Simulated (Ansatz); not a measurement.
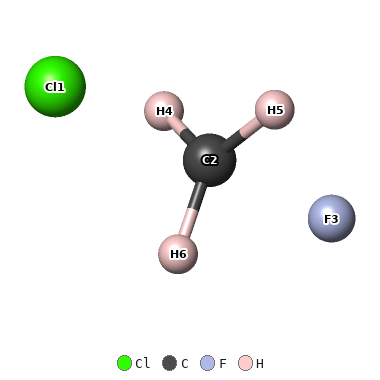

The system is the reacting system CH₃ClF (fragments CH₃Cl + F where the first distance is long, Cl + CH₃F where the second is long), charge −1; the picture shows the reference structure. The first coordinate is: distance C2–F3 (bond that forms); the second: distance Cl1–C2 (bond that breaks). Relaxed at each point: all other coordinates. The grid has 12 × 12 points. Points are written as (first, second). Energies are in kJ/mol, from the lowest grid point. The reference is spin-restricted, so regions where a bond is pulled apart into radicals lie too high. Theory: RKS B3LYP-D4/def2-SVPD (Ansatz).

Its coordinates:

```xyz
6

Cl   -1.6748   -0.6023    1.1347
C     0.0842    0.0301   -0.0572
F     1.4750    0.5307   -0.9986
H    -0.1395   -0.7923   -0.7191
H    -0.4187    0.9758   -0.1900
H     0.6739   -0.1421    0.8301
```

Range: distance C2–F3 (bond that forms) from 1.224 to 3.024 Å; distance Cl1–C2 (bond that breaks) from 1.602 to 3.102 Å.

What landscape does the calculation give?

Answer. The lowest grid point is at (1.438 Å, 3.102 Å). It lies in a valley that leaves the map towards separated partners. A higher local minimum lies near (2.433 Å, 1.898 Å) (113 kJ/mol above the lowest at that grid point). The highest grid point, (1.224 Å, 1.602 Å), lies 875 kJ/mol above the lowest.

| second ↓, first → | 1.224 | 1.314 | 1.438 | 1.579 | 1.732 | 1.896 | 2.068 | 2.247 | 2.433 | 2.625 | 2.822 | 3.024 |
| --- | --- | --- | --- | --- | --- | --- | --- | --- | --- | --- | --- | --- |
| 3.102 | 77 | 19 | 0 | 19 | 58 | 104 | 148 | 188 | 223 | 253 | 279 | 300 |
| 2.934 | 84 | 25 | 4 | 20 | 56 | 97 | 138 | 175 | 207 | 235 | 260 | 280 |
| 2.769 | 99 | 38 | 13 | 25 | 56 | 92 | 128 | 161 | 191 | 217 | 239 | 258 |
| 2.609 | 125 | 60 | 30 | 36 | 60 | 90 | 120 | 148 | 174 | 197 | 217 | 235 |
| 2.455 | 164 | 95 | 58 | 56 | 71 | 92 | 114 | 136 | 157 | 177 | 195 | 210 |
| 2.305 | 223 | 147 | 100 | 86 | 89 | 99 | 112 | 126 | 142 | 157 | 172 | 185 |
| 2.162 | 303 | 217 | 157 | 128 | 116 | 112 | 113 | 118 | 127 | 139 | 150 | 161 |
| 2.026 | 403 | 307 | 230 | 182 | 151 | 131 | 119 | 114 | 117 | 123 | 131 | 140 |
| 1.898 | 520 | 411 | 316 | 247 | 196 | 157 | 131 | 117 | 113 | 115 | 120 | 126 |
| 1.780 | 646 | 525 | 413 | 324 | 252 | 196 | 156 | 133 | 122 | 120 | 123 | 128 |
| 1.677 | 771 | 643 | 517 | 410 | 321 | 249 | 197 | 166 | 150 | 145 | 146 | 150 |
| 1.602 | 875 | 743 | 609 | 491 | 390 | 306 | 246 | 209 | 191 | 184 | 183 | 186 |

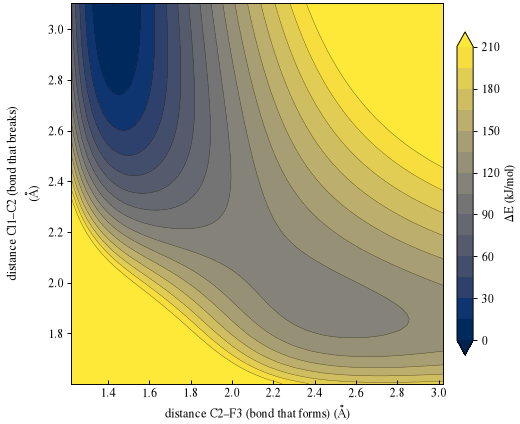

In the figure: filled contours, one colour for all values above the top of the scale. Between grid points the surface is interpolated.

Time for the 144 points that were run: 14 min on 1 thread of Arm Neoverse V1 (shared host).
